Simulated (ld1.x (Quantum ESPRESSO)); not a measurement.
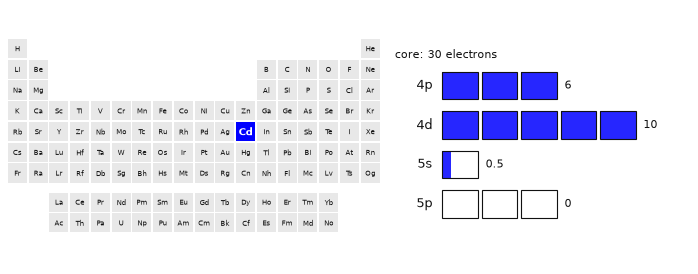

Fig. 1: Left, the place of cadmium in the periodic table; right, the valence shells of the reference configuration: a box for each of the 2l + 1 orbitals, shaded by the share of the shell that is filled, with the electron count at the right.

# Cd: pseudopotential generation (part 1 of 2)

System: cadmium (Cd, Z = 48), core [Ar] 3d10 4s2, reference valence 4p6 4d10 5s0.5 5p0 (an ion of charge +1.5), valence charge 18.
Method: TM semilocal potential, BLYP, scalar-relativistic, made with ld1.x (Quantum ESPRESSO) 7.5.

The input:
```
 &input
   title='Cd', zed=48., rel=1, dft='BLYP', iswitch=3,
   config='[Kr] 4d10 5s0.5 5p0',
   nld=3, rlderiv=2.20, eminld=-8.0, emaxld=5.0, deld=0.04
 /
 &inputp
   pseudotype=1, tm=.true., lloc=0,
   nlcc=.false.,
   file_pseudopw='Cd.pp', file_wfcaegen='ae.wfc', file_wfcncgen='nc.wfc'
 /
3
4P  2  1   6.00   0.00  1.40  1.40  0.0
4D  3  2  10.00   0.00  1.40  1.40  0.0
5S  1  0   0.50   0.00  2.00  2.00  0.0
 &test
   configts(1)='4p6 4d10 5s0.5 5p0'
 /
```

Input of the test run:
```
 &input
   title='Cd', zed=48., rel=1, dft='BLYP', iswitch=2,
   config='[Kr] 4d10 5s0.5 5p0'
 /
 &test
   file_pseudo='Cd.pp', nconf=8,
   configts(1)='4p6 4d10 5s0.5 5p0',
   configts(2)='4p6 4d10 5s2 5p0',
   configts(3)='4p6 4d10 5s1 5p0',
   configts(4)='4p6 4d10 5s0 5p0',
   configts(5)='4p6 4d10 5s0 5p1',
   configts(6)='4p6 4d9 5s0 5p0',
   configts(7)='4p6 4d9 5s2 5p1',
   configts(8)='4p6 4d8 5s0 5p0'
 /
```

Command:
```bash
ld1.x < Cd.in > Cd.out
```

The program's output:
```
     Program LD1 v.7.5
     --------------------------- All-electron run ----------------------------

     Cd
     scalar relativistic calculation

     atomic number is 48.00
     dft =BLYP   lsd =0 sic =0 latt =0  beta=0.20 tr2=1.0E-14
     Exchange-correlation= BLYP
                           (   1   3   1   3   0   0   0)
     mesh =1239 r(mesh) =  99.86297 a.u. xmin = -7.00 dx = 0.01250
     1 Ry =  13.60569312 eV, c = 137.03599908

     n l     nl                  e(Ry)          e(Ha)          e(eV)
     1 0     1S 1( 2.00)     -1950.9418      -975.4709    -26543.9148
     2 0     2S 1( 2.00)      -290.4904      -145.2452     -3952.3238
     2 1     2P 1( 6.00)      -260.7808      -130.3904     -3548.1033
     3 0     3S 1( 2.00)       -54.9357       -27.4679      -747.4390
     3 1     3P 1( 6.00)       -45.1923       -22.5961      -614.8726
     4 0     4S 1( 2.00)        -8.7858        -4.3929      -119.5366
     4 1     4P 1( 6.00)        -5.9232        -2.9616       -80.5891
     3 2     3D 1(10.00)       -29.9362       -14.9681      -407.3029
     4 2     4D 1(10.00)        -1.8549        -0.9275       -25.2373
     5 0     5S 1( 0.50)        -1.2692        -0.6346       -17.2690
     5 1     5P 1( 0.00)        -0.8148        -0.4074       -11.0854

     final scf error:  9.1E-15 reached in  35 iterations

     Etot =  -11189.267925 Ry,   -5594.633962 Ha, -152237.745658 eV

     Ekin =   11643.959594 Ry,    5821.979797 Ha,  158424.140972 eV
     Encl =  -27006.186858 Ry,  -13503.093429 Ha, -367437.890813 eV
     Eh   =    4482.084895 Ry,    2241.042448 Ha,   60981.871634 eV
     Exc  =    -309.125556 Ry,    -154.562778 Ha,   -4205.867450 eV

     normalization and overlap integrals

     s(1S/1S) =  1.000000  <r> =   0.0304  <r2> =    0.0012  r(max) =   0.0196
     s(2S/2S) =  1.000000  <r> =   0.1317  <r2> =    0.0204  r(max) =   0.1112
     s(2P/2P) =  1.000000  <r> =   0.1148  <r2> =    0.0161  r(max) =   0.0888
     s(3S/3S) =  1.000000  <r> =   0.3584  <r2> =    0.1469  r(max) =   0.3259
     s(3P/3P) =  1.000000  <r> =   0.3572  <r2> =    0.1481  r(max) =   0.3178
     s(4S/4S) =  1.000000  <r> =   0.8788  <r2> =    0.8752  r(max) =   0.7916
     s(4P/4P) =  1.000000  <r> =   0.9597  <r2> =    1.0556  r(max) =   0.8427
     s(3D/3D) =  1.000000  <r> =   0.3348  <r2> =    0.1334  r(max) =   0.2668
     s(4D/4D) =  1.000000  <r> =   1.2656  <r2> =    1.9330  r(max) =   0.9790
     s(5S/5S) =  1.000000  <r> =   2.5600  <r2> =    7.4187  r(max) =   2.2063
     s(5P/5P) =  1.000000  <r> =   3.2014  <r2> =   11.6505  r(max) =   2.7286

     ------------------------ End of All-electron run ------------------------

     --------------------- Generating NC pseudopotential ---------------------

      Generating local pot.: lloc=0, matching radius rcloc =   2.0000

      Wfc   4P  rcut= 1.389  Using Troullier-Martins method

      Wfc   4D  rcut= 1.389  Using Troullier-Martins method

     ------------------- End of pseudopotential generation -------------------

     --------------------------- All-electron run ----------------------------

     Cd
     scalar relativistic calculation

     atomic number is 48.00
     dft =BLYP   lsd =0 sic =0 latt =0  beta=0.20 tr2=1.0E-14
     Exchange-correlation= BLYP
                           (   1   3   1   3   0   0   0)
     mesh =1239 r(mesh) =  99.86297 a.u. xmin = -7.00 dx = 0.01250
     1 Ry =  13.60569312 eV, c = 137.03599908

     n l     nl                  e(Ry)          e(Ha)          e(eV)
     1 0     1S 1( 2.00)     -1950.9418      -975.4709    -26543.9148
     2 0     2S 1( 2.00)      -290.4904      -145.2452     -3952.3238
     2 1     2P 1( 6.00)      -260.7808      -130.3904     -3548.1033
     3 0     3S 1( 2.00)       -54.9357       -27.4679      -747.4390
     3 1     3P 1( 6.00)       -45.1923       -22.5961      -614.8726
     4 0     4S 1( 2.00)        -8.7858        -4.3929      -119.5366
     4 1     4P 1( 6.00)        -5.9232        -2.9616       -80.5891
     3 2     3D 1(10.00)       -29.9362       -14.9681      -407.3029
     4 2     4D 1(10.00)        -1.8549        -0.9275       -25.2373
     5 0     5S 1( 0.50)        -1.2692        -0.6346       -17.2690
     5 1     5P 1( 0.00)        -0.8148        -0.4074       -11.0854

     final scf error:  9.1E-15 reached in  35 iterations

     Etot =  -11189.267925 Ry,   -5594.633962 Ha, -152237.745658 eV

     Ekin =   11643.959594 Ry,    5821.979797 Ha,  158424.140972 eV
     Encl =  -27006.186858 Ry,  -13503.093429 Ha, -367437.890813 eV
     Eh   =    4482.084895 Ry,    2241.042448 Ha,   60981.871634 eV
     Exc  =    -309.125556 Ry,    -154.562778 Ha,   -4205.867450 eV

     normalization and overlap integrals

     s(1S/1S) =  1.000000  <r> =   0.0304  <r2> =    0.0012  r(max) =   0.0196
     s(2S/2S) =  1.000000  <r> =   0.1317  <r2> =    0.0204  r(max) =   0.1112
     s(2P/2P) =  1.000000  <r> =   0.1148  <r2> =    0.0161  r(max) =   0.0888
     s(3S/3S) =  1.000000  <r> =   0.3584  <r2> =    0.1469  r(max) =   0.3259
     s(3P/3P) =  1.000000  <r> =   0.3572  <r2> =    0.1481  r(max) =   0.3178
     s(4S/4S) =  1.000000  <r> =   0.8788  <r2> =    0.8752  r(max) =   0.7916
     s(4P/4P) =  1.000000  <r> =   0.9597  <r2> =    1.0556  r(max) =   0.8427
     s(3D/3D) =  1.000000  <r> =   0.3348  <r2> =    0.1334  r(max) =   0.2668
     s(4D/4D) =  1.000000  <r> =   1.2656  <r2> =    1.9330  r(max) =   0.9790
     s(5S/5S) =  1.000000  <r> =   2.5600  <r2> =    7.4187  r(max) =   2.2063
     s(5P/5P) =  1.000000  <r> =   3.2014  <r2> =   11.6505  r(max) =   2.7286

     ------------------------ End of All-electron run ------------------------

     Computing logarithmic derivative in   2.19256
     Message from routine run_pseudo:
     Warning: convergence not achieved
     Computing logarithmic derivative in   2.19256
     Computing the partial wave expansion
       no projector for channel:   0
     R is outside the sphere for l=    1 j= 0.00
     R is outside the sphere for l=    2 j= 0.00

     ---------------------- Testing the pseudopotential ----------------------

     Cd
     scalar relativistic calculation

     atomic number is 48.00   valence charge is 18.00
     dft =BLYP   lsd =0 sic =0 latt =0  beta=0.20 tr2=1.0E-14
     mesh =1239 r(mesh) =  99.86297 xmin = -7.00 dx = 0.01250

     n l     nl             e AE (Ry)        e PS (Ry)    De AE-PS (Ry)
     2 1     4P   1( 6.00)       -5.92319       -5.92320        0.00001
     3 2     4D   1(10.00)       -1.85491       -1.85492        0.00001
     1 0     5S   1( 0.50)       -1.26925       -1.26925        0.00000
     3 1     5P   1( 0.00)       -0.81476       -0.82909        0.01433  !

     eps = 8.5E-11  iter =201

     Etot =  -11189.267925 Ry,   -5594.633962 Ha, -152237.745658 eV
     Etotps =  -255.800158 Ry,    -127.900079 Ha,   -3480.338444 eV

     Ekin =     115.336166 Ry,      57.668083 Ha,    1569.228485 eV
     Encl =    -377.989063 Ry,    -188.994531 Ha,   -5142.803189 eV
     Ehrt =     208.477909 Ry,     104.238955 Ha,    2836.486459 eV
     Ecxc =     -24.795320 Ry,     -12.397660 Ha,    -337.357510 eV
     Epseu=    -176.829851 Ry,     -88.414926 Ha,   -2405.892689 eV

     ---------------------- End of pseudopotential test ----------------------
```

Output of the test run (extracts):
```
     ---------------------- Testing the pseudopotential ----------------------

     Cd
     scalar relativistic calculation

     atomic number is 48.00   valence charge is 18.00
     dft =BLYP   lsd =0 sic =0 latt =0  beta=0.20 tr2=1.0E-14
     mesh =1239 r(mesh) =  99.86297 xmin = -7.00 dx = 0.01250

     n l     nl             e AE (Ry)        e PS (Ry)    De AE-PS (Ry)
     2 1     4P   1( 6.00)       -5.92319       -5.92320        0.00001
     3 2     4D   1(10.00)       -1.85491       -1.85492        0.00001
     1 0     5S   1( 0.50)       -1.26925       -1.26925        0.00000
     3 1     5P   1( 0.00)       -0.81476       -0.82909        0.01433  !

     eps = 1.4E-10  iter =201

     Etot =  -11189.267925 Ry,   -5594.633962 Ha, -152237.745658 eV
     Etotps =  -255.800158 Ry,    -127.900079 Ha,   -3480.338444 eV

     Ekin =     115.336166 Ry,      57.668083 Ha,    1569.228485 eV
     Encl =    -377.989063 Ry,    -188.994531 Ha,   -5142.803189 eV
     Ehrt =     208.477909 Ry,     104.238955 Ha,    2836.486459 eV
     Ecxc =     -24.795320 Ry,     -12.397660 Ha,    -337.357510 eV
     Epseu=    -176.829851 Ry,     -88.414926 Ha,   -2405.892690 eV

     ---------------------- End of pseudopotential test ----------------------

     ---------------------- Testing the pseudopotential ----------------------

     Cd
     scalar relativistic calculation

     atomic number is 48.00   valence charge is 18.00
     dft =BLYP   lsd =0 sic =0 latt =0  beta=0.20 tr2=1.0E-14
     mesh =1239 r(mesh) =  99.86297 xmin = -7.00 dx = 0.01250

     n l     nl             e AE (Ry)        e PS (Ry)    De AE-PS (Ry)
     2 1     4P   1( 6.00)       -4.90817       -4.91620        0.00803  !
     3 2     4D   1(10.00)       -0.85012       -0.85416        0.00405
     1 0     5S   1( 2.00)       -0.41530       -0.41491       -0.00039
     3 1     5P   1( 0.00)       -0.08738       -0.09315        0.00577  !

     eps = 1.7E+03  iter =201

     Etot =  -11190.511353 Ry,   -5595.255676 Ha, -152254.663352 eV
     Etotps =  -257.043310 Ry,    -128.521655 Ha,   -3497.252398 eV
     dEtot_ae =      -1.243428 Ry
     dEtot_ps =      -1.243153 Ry,   Delta E=      -0.000275 Ry

     Ekin =     114.531286 Ry,      57.265643 Ha,    1558.277524 eV
     Encl =    -396.602209 Ry,    -198.301105 Ha,   -5396.047948 eV
     Ehrt =     225.759195 Ry,     112.879598 Ha,    3071.610327 eV
     Ecxc =     -25.438351 Ry,     -12.719175 Ha,    -346.106393 eV
     Epseu=    -175.293231 Ry,     -87.646616 Ha,   -2384.985909 eV

     ---------------------- End of pseudopotential test ----------------------

     ---------------------- Testing the pseudopotential ----------------------

     Cd
     scalar relativistic calculation

     atomic number is 48.00   valence charge is 18.00
     dft =BLYP   lsd =0 sic =0 latt =0  beta=0.20 tr2=1.0E-14
     mesh =1239 r(mesh) =  99.86297 xmin = -7.00 dx = 0.01250

     n l     nl             e AE (Ry)        e PS (Ry)    De AE-PS (Ry)
     2 1     4P   1( 6.00)       -5.56141       -5.56452        0.00311
     3 2     4D   1(10.00)       -1.49770       -1.49921        0.00151
     1 0     5S   1( 1.00)       -0.96759       -0.96727       -0.00032
     3 1     5P   1( 0.00)       -0.55059       -0.56205        0.01146  !

     eps = 5.4E-11  iter =201

     Etot =  -11189.826424 Ry,   -5594.913212 Ha, -152245.344422 eV
     Etotps =  -256.358664 Ry,    -128.179332 Ha,   -3487.937306 eV
     dEtot_ae =      -0.558499 Ry
     dEtot_ps =      -0.558506 Ry,   Delta E=       0.000007 Ry

     Ekin =     115.031455 Ry,      57.515728 Ha,    1565.082679 eV
     Encl =    -384.621293 Ry,    -192.310647 Ha,   -5233.039283 eV
     Ehrt =     214.476790 Ry,     107.238395 Ha,    2918.105384 eV
     Ecxc =     -25.022401 Ry,     -12.511200 Ha,    -340.447103 eV
     Epseu=    -176.223215 Ry,     -88.111607 Ha,   -2397.638983 eV

     ---------------------- End of pseudopotential test ----------------------

     ---------------------- Testing the pseudopotential ----------------------

     Cd
     scalar relativistic calculation

     atomic number is 48.00   valence charge is 18.00
     dft =BLYP   lsd =0 sic =0 latt =0  beta=0.20 tr2=1.0E-14
     mesh =1239 r(mesh) =  99.86297 xmin = -7.00 dx = 0.01250

     n l     nl             e AE (Ry)        e PS (Ry)    De AE-PS (Ry)
     2 1     4P   1( 6.00)       -6.30478       -6.30139       -0.00339
     3 2     4D   1(10.00)       -2.23068       -2.22913       -0.00156
     1 0     5S   1( 0.00)       -1.58503       -1.58561        0.00057
     3 1     5P   1( 0.00)       -1.09468       -1.11215        0.01747  !

     eps = 9.4E-15  iter = 39

     Etot =  -11188.555043 Ry,   -5594.277522 Ha, -152228.046407 eV
     Etotps =  -255.087020 Ry,    -127.543510 Ha,   -3470.635714 eV
     dEtot_ae =       0.712882 Ry
     dEtot_ps =       0.713138 Ry,   Delta E=      -0.000256 Ry

     Ekin =     115.671906 Ry,      57.835953 Ha,    1573.796461 eV
     Encl =    -371.001431 Ry,    -185.500715 Ha,   -5047.731612 eV
     Ehrt =     202.323756 Ry,     101.161878 Ha,    2752.754937 eV
     Ecxc =     -24.559780 Ry,     -12.279890 Ha,    -334.152829 eV
     Epseu=    -177.521472 Ry,     -88.760736 Ha,   -2415.302670 eV

     ---------------------- End of pseudopotential test ----------------------
```

(Continued in part 2.) Outcome of the run: generated.
